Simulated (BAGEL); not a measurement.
**C2H2FNO (SMILES FC1=NCO1): HF/cc-pVDZ (density fitting with qzvpp-jkfit)**

Aim: the energy change on altering one bond length of C2H2FNO at HF/cc-pVDZ (density fitting with qzvpp-jkfit), from 2 runs. 

The results are computed with BAGEL 1.2.2.

## 1. The system as given

The species is C2H2FNO (7 atoms), meant as a singlet with charge 0. As SMILES, `FC1=NCO1`. The shape is that of a PBE0-D4/def2-TZVP optimisation.

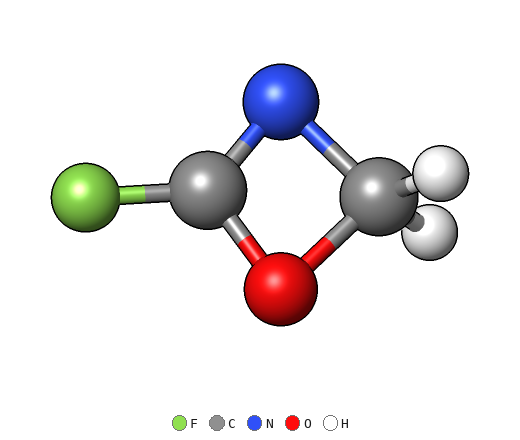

Viewed from a chosen angle; fluorine green, carbon grey, nitrogen blue, oxygen red, hydrogen white.

## 2. A single-point energy at HF/cc-pVDZ (density fitting with qzvpp-jkfit)

File job.json:

```json
{ "bagel": [

{
  "title": "molecule",
  "basis": "cc-pvdz.json",
  "df_basis": "qzvpp-jkfit",
  "angstrom": true,
  "geometry": [
    { "atom": "F", "xyz": [   -1.048500,   -1.965600,    0.441600 ] },
    { "atom": "C", "xyz": [   -0.514700,   -0.825600,    0.153600 ] },
    { "atom": "N", "xyz": [   -0.970200,    0.214200,   -0.416500 ] },
    { "atom": "C", "xyz": [    0.388600,    0.705700,   -0.172700 ] },
    { "atom": "O", "xyz": [    0.759400,   -0.577400,    0.468200 ] },
    { "atom": "H", "xyz": [    0.459800,    1.518100,    0.548600 ] },
    { "atom": "H", "xyz": [    0.987000,    0.862600,   -1.068600 ] }
  ]
},
{
  "title": "hf"
},
{
  "title": "print",
  "file": "orbitals.molden",
  "orbitals": true
}

]}
```

The basis set cc-pVDZ is read from a file made from the Basis Set Exchange's data (not shown).

Run with:

```bash
$ BAGEL_NUM_THREADS=1 BAGEL job.json > job.out
```

Log:

```text
* using 1 threads per process

  ===============================================================
  ===============================================================

  *** Geometry ***

  { "atom" : "F", "xyz" : [     -1.981378,     -3.714446,      0.834503 ] },
  { "atom" : "C", "xyz" : [     -0.972642,     -1.560158,      0.290262 ] },
  { "atom" : "N", "xyz" : [     -1.833412,      0.404779,     -0.787071 ] },
  { "atom" : "C", "xyz" : [      0.734348,      1.333580,     -0.326356 ] },
  { "atom" : "O", "xyz" : [      1.435058,     -1.091128,      0.884770 ] },
  { "atom" : "H", "xyz" : [      0.868896,      2.868793,      1.036704 ] },
  { "atom" : "H", "xyz" : [      1.865160,      1.630078,     -2.019361 ] },

  Number of auxiliary basis functions:      417

  Since a DF basis is specified, we compute 2- and 3-index integrals:
    o Being stored without compression. Storage requirement is 0.021 GB

  Number of basis functions:       80
  Number of electrons      :       38

    * METHOD: MOLECULE                             0.14

  *** RHF ***

  === Nuclear Repulsion ===
   174.3176668426

      * DIIS with orbital gradients will be used.

  === RHF iteration (cc-pvdz.json) ===
      0       -305.39406068          0.01692520           0.04
      1       -305.54315023          0.01110901           0.04
      2       -305.60649427          0.00143936           0.04
      3       -305.60827078          0.00043469           0.04
      4       -305.60839953          0.00014005           0.04
      5       -305.60843702          0.00008620           0.04
      6       -305.60844430          0.00003577           0.04
      7       -305.60844718          0.00001430           0.04
      8       -305.60844742          0.00000541           0.04
      9       -305.60844745          0.00000188           0.04
     10       -305.60844745          0.00000064           0.04
     11       -305.60844745          0.00000030           0.04
     12       -305.60844745          0.00000013           0.04
     13       -305.60844745          0.00000004           0.04
     14       -305.60844745          0.00000002           0.04
     15       -305.60844745          0.00000001           0.04
    * SCF iteration converged.

    * Permanent dipole moment:
           (   -0.594228,    -0.455145,    -0.009398) a.u.

    * METHOD: HF                                   0.75

    * METHOD: PRINT                                0.01

  ===============================================================
```

It took 1.1 s on 1 thread of Arm Neoverse V2, shared host; peak memory 0.096 GiB.

## 3. The distorted shape, same level

File hf.json:

```json
{ "bagel" : [

{
  "title" : "molecule",
  "basis" : "cc-pvdz.json",
  "df_basis" : "qzvpp-jkfit",
  "angstrom" : true,
  "geometry" : [
    { "atom" : "F", "xyz" : [      -1.133939,      -2.940473,      -0.423953 ] },
    { "atom" : "C", "xyz" : [      -0.600139,      -1.800473,      -0.711953 ] },
    { "atom" : "N", "xyz" : [      -1.055639,      -0.760673,      -1.282053 ] },
    { "atom" : "C", "xyz" : [       0.303161,      -0.269173,      -1.038253 ] },
    { "atom" : "O", "xyz" : [       0.673961,      -1.552273,      -0.397353 ] },
    { "atom" : "H", "xyz" : [       0.459800,       1.518100,       0.548600 ] },
    { "atom" : "H", "xyz" : [       0.901561,      -0.112273,      -1.934153 ] }
  ]
},

{
  "title" : "hf"
},

{
  "title" : "print",
  "file" : "orbitals.molden",
  "orbitals" : true
}

]}
```

The basis set cc-pVDZ is read from a file made from the Basis Set Exchange's data (not shown).

Run with:

```bash
$ BAGEL_NUM_THREADS=1 BAGEL hf.json > hf.out
```

Log:

```text
* using 1 threads per process

  ===============================================================
  ===============================================================

  *** Geometry ***

  { "atom" : "F", "xyz" : [     -2.142834,     -5.556689,     -0.801155 ] },
  { "atom" : "C", "xyz" : [     -1.134098,     -3.402401,     -1.345396 ] },
  { "atom" : "N", "xyz" : [     -1.994869,     -1.437464,     -2.422729 ] },
  { "atom" : "C", "xyz" : [      0.572891,     -0.508663,     -1.962014 ] },
  { "atom" : "O", "xyz" : [      1.273602,     -2.933371,     -0.750888 ] },
  { "atom" : "H", "xyz" : [      0.868896,      2.868793,      1.036704 ] },
  { "atom" : "H", "xyz" : [      1.703703,     -0.212165,     -3.655019 ] },

  Number of auxiliary basis functions:      417

  Since a DF basis is specified, we compute 2- and 3-index integrals:
    o Being stored without compression. Storage requirement is 0.021 GB

  Number of basis functions:       80
  Number of electrons      :       38

    * METHOD: MOLECULE                             0.14

  *** RHF ***

  === Nuclear Repulsion ===
   170.6935192166

      * DIIS with orbital gradients will be used.

  === RHF iteration (cc-pvdz.json) ===
      0       -305.16703453          0.01713135           0.04
      1       -305.32440473          0.01113060           0.04
      2       -305.39128840          0.00155905           0.04
      3       -305.39377725          0.00065975           0.03
      4       -305.39407840          0.00020789           0.04
      5       -305.39414475          0.00009208           0.04
      6       -305.39415800          0.00004840           0.04
      7       -305.39416179          0.00001690           0.04
      8       -305.39416213          0.00000768           0.03
      9       -305.39416221          0.00000244           0.03
     10       -305.39416222          0.00000101           0.04
     11       -305.39416222          0.00000040           0.04
     12       -305.39416222          0.00000016           0.04
     13       -305.39416222          0.00000006           0.04
     14       -305.39416222          0.00000002           0.04
     15       -305.39416222          0.00000001           0.04
     16       -305.39416222          0.00000000           0.04
    * SCF iteration converged.

    * Permanent dipole moment:
           (   -0.422908,     0.249800,     0.375004) a.u.

    * METHOD: HF                                   0.76

    * METHOD: PRINT                                0.01

  ===============================================================
```

It took 1.1 s on 1 thread of Arm Neoverse V2, shared host; peak memory 0.096 GiB.

## 4. Results

At HF/cc-pVDZ (density fitting with qzvpp-jkfit):

| quantity | value |
| --- | --- |
| first shape: total energy | -305.60845 Eh |
| first shape: dipole moment | 1.90 D |
| first shape: HOMO energy | -11.58 eV |
| first shape: LUMO energy | 5.11 eV |
| first shape: HOMO–LUMO gap | 16.69 eV |
| distorted shape: total energy | -305.39416 Eh |
| distorted shape: dipole moment | 1.57 D |
| distorted shape: HOMO energy | -9.61 eV |
| distorted shape: LUMO energy | -0.51 eV |
| distorted shape: HOMO–LUMO gap | 9.10 eV |
| energy change with the C4–H6 bond stretched from 1.089 to 2.395 Å | 5.831 eV |

One bond (distorted shape) is far stretched, which a spin-restricted single reference describes badly; a broken-symmetry solution may lie lower. With the C4–H6 bond stretched from 1.089 to 2.395 Å the energy rises by 5.83 eV (134 kcal/mol). The first shape isn't relaxed at this level, so the change isn't measured from a minimum. A restricted reference can't describe the breaking bond well at this length.
